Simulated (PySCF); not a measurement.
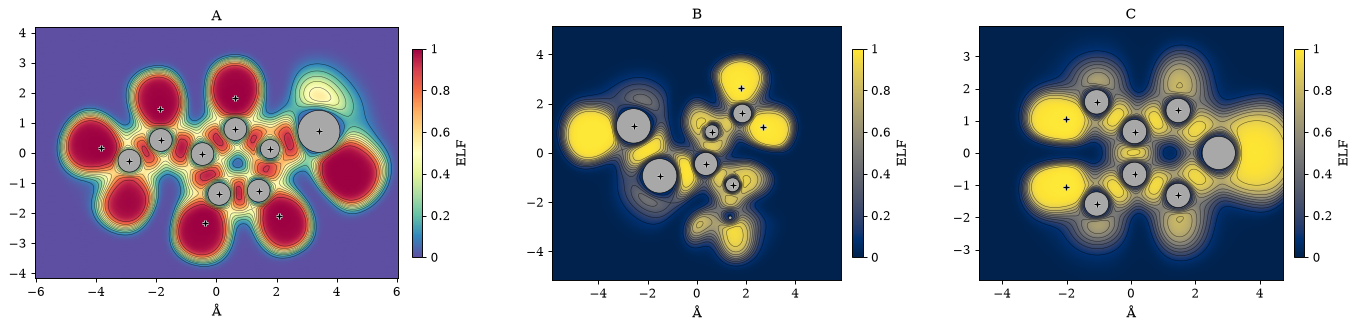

The electron localisation function of 3 systems, each on a plane through atoms (crosses mark nuclei in the plane; grey discs cover the cores).

Method: PBE0/pcSseg-1, SCF density, gas phase, non-relativistic in PySCF 2.14.0.

System 1: C$_{2}$H$_{11}$BO$_{2}$Si$_{2}$ (SMILES COB(OC)[SiH2][SiH3]), the plane of atoms O4, B3 and Si6. Geometry: GFN2-xTB, MD frame at 250 fs, 300 K.

```
atom    x (Å)    y (Å)    z (Å)
   C  -1.8621   1.5858   1.0655
   O  -1.6754   0.3548   0.4857
   B  -0.4455  -0.1459   0.1234
   O  -0.3691  -1.4407  -0.1507
   C  -1.3937  -2.4458  -0.3335
  Si   1.2489   0.8038   0.0780
  Si   2.7662  -0.8607  -0.3471
   H  -2.3051   2.3263   0.3647
   H  -0.8518   1.9650   1.4174
   H  -2.4824   1.3693   1.9136
   H  -2.2871  -2.2314   0.2015
   H  -1.0519  -3.4749  -0.2018
   H  -1.7315  -2.3703  -1.4304
   H   1.4827   1.8660  -0.9062
   H   1.7039   1.3906   1.4176
   H   2.6073  -1.2105  -1.7964
   H   4.0731  -0.2352  -0.1966
   H   2.9224  -2.0324   0.4667
```

System 2: C$_{7}$H$_{13}$P, the plane of atoms C1, C2 and C3. Geometry: GFN2-xTB.

```yaml
atoms:
  - { symbol: C, position_ang: [-1.4275, 1.7473, 0.5480] }
  - { symbol: C, position_ang: [-0.6045, 0.6871, -0.1097] }
  - { symbol: C, position_ang: [-0.6700, -0.6279, 0.0687] }
  - { symbol: C, position_ang: [-1.5833, -1.3895, 0.9742] }
  - { symbol: C, position_ang: [0.2666, -1.4507, -0.7768] }
  - { symbol: P, position_ang: [1.5189, -0.2796, -1.5089] }
  - { symbol: C, position_ang: [2.6028, -0.1301, -0.0121] }
  - { symbol: C, position_ang: [0.3965, 1.1602, -1.1311] }
  - { symbol: H, position_ang: [-1.9614, 2.3221, -0.2090] }
  - { symbol: H, position_ang: [-0.7852, 2.4380, 1.0948] }
  - { symbol: H, position_ang: [-2.1530, 1.3301, 1.2399] }
  - { symbol: H, position_ang: [-1.0039, -1.9727, 1.6904] }
  - { symbol: H, position_ang: [-2.1841, -2.0868, 0.3899] }
  - { symbol: H, position_ang: [-2.2522, -0.7343, 1.5242] }
  - { symbol: H, position_ang: [-0.2862, -1.9447, -1.5830] }
  - { symbol: H, position_ang: [0.7685, -2.2330, -0.2013] }
  - { symbol: H, position_ang: [3.1949, -1.0381, 0.0883] }
  - { symbol: H, position_ang: [3.2829, 0.7086, -0.1498] }
  - { symbol: H, position_ang: [2.0078, 0.0225, 0.8872] }
  - { symbol: H, position_ang: [-0.1162, 1.4735, -2.0468] }
  - { symbol: H, position_ang: [0.9798, 2.0147, -0.7776] }
```

System 3: C$_{6}$H$_{9}$NSi (SMILES C=Cc1ccn([SiH3])c1), the plane of atoms C4, C3 and C8. Geometry: GFN2-xTB, MD frame at 250 fs, 400 K.

```csv
atom,x (Å),y (Å),z (Å)
C,2.9503,-0.0462,0.1673
C,1.8593,-0.6121,0.5140
C,0.5088,-0.0734,0.3554
C,0.0437,1.2673,0.1241
C,-1.2738,1.2325,0.0260
N,-1.7431,-0.0980,0.2916
Si,-3.4036,-0.5860,0.2872
C,-0.6369,-0.8182,0.4731
H,3.8644,-0.5125,0.2969
H,3.0703,0.9617,-0.3050
H,1.8052,-1.6085,0.8053
H,0.5717,2.1869,0.0619
H,-1.8921,2.0704,-0.2562
H,-3.7390,-0.7971,1.7069
H,-3.5321,-1.8548,-0.5114
H,-4.0872,0.5753,-0.2730
H,-0.7008,-1.8316,0.6186
```

**Match each panel to its system.**

Panel A is system 3, C$_{6}$H$_{9}$NSi: the plane holds C, N, Si and H. C–C (1.28 Å): the ELF peaks at about 0.90 between the atoms: a multiple bond. Panel B is system 1, C$_{2}$H$_{11}$BO$_{2}$Si$_{2}$: the plane holds O, B, C, Si and H. B–O (1.33 Å): the ELF peaks at about 0.90 between the atoms: a polar covalent bond. Panel C is system 2, C$_{7}$H$_{13}$P: the plane holds C and H. C–C (1.33 Å): the ELF peaks at about 0.95 between the atoms; a multiple bond.
